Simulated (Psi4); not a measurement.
# WOF4 (SMILES O=[W](F)(F)(F)F) at M06-L/def2-SVP (core potential)

Aim: the vertical ionisation energy of WOF4 at M06-L/def2-SVP (core potential), from 2 runs. 

The calculation is run with Psi4 1.11.

1 further run of the same task is left out (it didn't finish).

## (1) The structure to begin with

WOF4: 6 atoms, total charge 0, spin state singlet. As SMILES, `O=[W](F)(F)(F)F`. The coordinates come from a PBE0-D4/def2-TZVP relaxation.

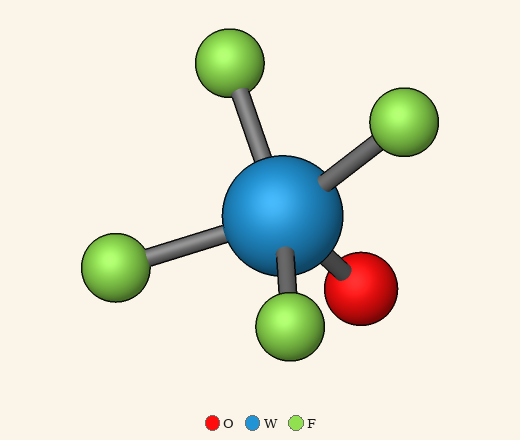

Viewed from a chosen angle; oxygen red, tungsten blue, fluorine green.

## (2) Energy and gradient at M06-L/def2-SVP (core potential)

File calc.dat:

```
memory 1600 mb

molecule molecule1 {
  0 1
  O
  W 1 1.670523
  F 2 1.847651 1 105.12326
  F 2 1.847655 1 105.11785 3 -90.0008
  F 2 1.84766 1 105.12317 4 -89.99942
  F 2 1.847657 1 105.11781 4 -179.99992
  units angstrom
  symmetry c1
  no_reorient
  no_com
}

set globals {
  basis def2-SVP
  puream true
  e_convergence 1e-09
  d_convergence 1e-08
  scf_type pk
  dft_radial_points 99
  dft_spherical_points 590
}

e, wfn = gradient('m06-l', return_wfn=True)
oeprop(wfn, 'QUADRUPOLE', 'LOWDIN_CHARGES', 'MAYER_INDICES', title='M06-L')
print_variables()
```

The run is started by

```sh
$ psi4 calc.dat calc.out -n 1
```

calc.out:

```text
[...]
    !!!  WARNING: ECP capability is in beta. Please check occupations closely.  !!!
[...]
  Running in c1 symmetry.
[...]
  Nuclear repulsion =  326.344070244008321
[...]
  Multiplicity = 1
[...]
  Nalpha       = 29
  Nbeta        = 29
[...]
    Number of basis functions: 102
[...]
   @RKS iter   1:  -540.68101405978791   -5.96120e-01   1.46115e-02 ADIIS/DIIS
[...]
   @RKS iter  14:  -541.56487416482366   -2.72848e-12   9.81076e-10 DIIS
[...]
    Orbital Energies [Eh]
    ---------------------
    Doubly Occupied:
       1A    -24.540972     2A    -24.540902     3A    -24.540830
       4A    -24.540825     5A    -19.058015     6A     -3.090484
       7A     -1.766731     8A     -1.762934     9A     -1.762933
      10A     -1.183522    11A     -1.178891    12A     -1.152713
      13A     -1.152707    14A     -0.961058    15A     -0.521988
      16A     -0.502876    17A     -0.499784    18A     -0.492435
      19A     -0.492431    20A     -0.459202    21A     -0.427819
      22A     -0.427816    23A     -0.419025    24A     -0.419024
      25A     -0.414681    26A     -0.403648    27A     -0.390518
      28A     -0.379394    29A     -0.379390
[...]
  @RKS Final Energy:  -541.56487416482366
   => Energetics <=
    Nuclear Repulsion Energy =            326.3440702440083214
    One-Electron Energy =               -1422.7171139894078351
    Two-Electron Energy =                 612.8454927218756438
    DFT Exchange-Correlation Energy =     -58.0373231412996446
    Empirical Dispersion Energy =           0.0000000000000000
    VV10 Nonlocal Energy =                  0.0000000000000000
    Total Energy =                       -541.5648741648236637
[...]
  -Total Gradient:
     Atom            X                  Y                   Z
    ------   -----------------  -----------------  -----------------
       1        0.000000070694     0.000000162297     0.015400917705
       2       -0.000001431399    -0.000005493646    -0.003654084136
       3        0.000049605822     0.015190647364    -0.003726460147
       4        0.015189692117    -0.000046491838    -0.003727915322
       5       -0.000049301641    -0.015185062170    -0.003725120195
       6       -0.015188610789     0.000046364950    -0.003727583195
[...]
 Multipole Moments:
 ------------------------------------------------------------------------------------
     Multipole            Electronic (a.u.)      Nuclear  (a.u.)        Total (a.u.)
 ------------------------------------------------------------------------------------
 L = 1.  Multiply by 2.5417464519 to convert [e a0] to [Debye]
 Dipole X            :         -0.0000963            0.0000862           -0.0000101
 Dipole Y            :         -0.0001355            0.0001129           -0.0000225
 Dipole Z            :         -3.4355852            3.5985172            0.1629320
 Magnitude           :                                                    0.1629320
 L = 2.  Multiply by 1.3450342976 to convert [e a0^2] to [Debye ang]
 Quadrupole XX       :       -243.1486313          204.5122984          -38.6363329
 Quadrupole XY       :          0.0023960           -0.0023201            0.0000759
[...]
```

Run time: 28 s. Hardware: 1 thread of Intel Xeon 6975P-C (Granite Rapids), shared host; peak memory 0.74 GiB.

## (3) The doublet cation, same level

File job.dat:

```
memory 1.6 GB

molecule mol {
  1 2
  O
  W 1 R2
  F 2 R3 1 A3
  F 2 R4 1 A4 3 D4
  F 2 R5 1 A5 4 D5
  F 2 R6 1 A6 4 D6

  R2 = 1.670523
  R3 = 1.847651
  A3 = 105.12326
  R4 = 1.847655
  A4 = 105.11785
  D4 = -90.0008
  R5 = 1.84766
  A5 = 105.12317
  D5 = -89.99942
  R6 = 1.847657
  A6 = 105.11781
  D6 = -179.99992
  symmetry c1
  no_reorient
  no_com
}

set reference uks
set puream true
set e_convergence 1e-09
set d_convergence 1e-08
set scf_type pk
set dft_radial_points 99
set dft_spherical_points 590
set maxiter 100

energy_value, wavefunction = gradient('m06-l/def2-SVP', return_wfn=True)
print_variables()
```

The run is started by

```sh
$ psi4 job.dat job.out -n 1
```

job.out, cut to the lines that bear on the results:

```text
[...]
    !!!  WARNING: ECP capability is in beta. Please check occupations closely.  !!!
[...]
  Running in c1 symmetry.
[...]
  Nuclear repulsion =  326.344070244008321
[...]
  Multiplicity = 2
[...]
  Nalpha       = 29
  Nbeta        = 28
[...]
    Number of basis functions: 102
[...]
   @UKS iter   1:  -540.35084388603002   -2.65949e-01   1.25420e-02 DIIS/ADIIS
[...]
   @UKS iter  25:  -541.06253195552517   -3.75167e-12   9.93427e-09 DIIS
[...]
   @S^2 Observed:                7.628808696E-01
[...]
  @UKS Final Energy:  -541.06253195552517
   => Energetics <=
    Nuclear Repulsion Energy =            326.3440702440083214
    One-Electron Energy =               -1407.2471489865752119
    Two-Electron Energy =                 597.4119159121880784
    DFT Exchange-Correlation Energy =     -57.5713691251464326
    Empirical Dispersion Energy =           0.0000000000000000
    VV10 Nonlocal Energy =                  0.0000000000000000
    Total Energy =                       -541.0625319555251735
[...]
 Multipole Moments:
 ------------------------------------------------------------------------------------
     Multipole            Electronic (a.u.)      Nuclear  (a.u.)        Total (a.u.)
 ------------------------------------------------------------------------------------
 L = 1.  Multiply by 2.5417464519 to convert [e a0] to [Debye]
 Dipole X            :         -0.0000866            0.0000862           -0.0000003
 Dipole Y            :         -0.0001148            0.0001129           -0.0000019
 Dipole Z            :         -4.0229897            3.5985172           -0.4244725
 Magnitude           :                                                    0.4244725
[...]
  -Total Gradient:
     Atom            X                  Y                   Z
    ------   -----------------  -----------------  -----------------
       1       -0.000000020132    -0.000000024811     0.113979519476
       2        0.000000449153    -0.000002071419    -0.129732235741
       3        0.000446405387    -0.000786222066     0.003192182093
       4       -0.000761576746     0.000333138543     0.003191647202
       5       -0.000446640317     0.000789323730     0.003192779032
       6        0.000761393139    -0.000334036389     0.003191536282
[...]
```

Wall time 59 s (1 thread of Intel Xeon 6975P-C (Granite Rapids), shared host); peak memory 0.75 GiB.

## (4) Summary of results

Level: M06-L/def2-SVP (core potential).

| quantity | value |
| --- | --- |
| singlet WOF4: total energy | -541.56487 Eh |
| singlet WOF4: dipole moment | 0.41 D |
| singlet WOF4: HOMO energy | -10.32 eV |
| singlet WOF4: LUMO energy | -4.86 eV |
| singlet WOF4: HOMO–LUMO gap | 5.47 eV |
| doublet cation: total energy | -541.06253 Eh |
| doublet cation: HOMO energy (highest over α and β) | -17.30 eV |
| doublet cation: LUMO energy (lowest over α and β) | -16.99 eV |
| doublet cation: ⟨S²⟩ | 0.763 |
| doublet cation: largest force on an atom | 6.671 eV/Å |
| vertical ionisation energy (to the doublet cation) | 13.669 eV |

In words: The vertical ionisation energy comes to 13.67 eV (1319 kJ/mol). −ε(HOMO) before ionisation, 10.32 eV, is 3.35 eV below this ionisation energy.
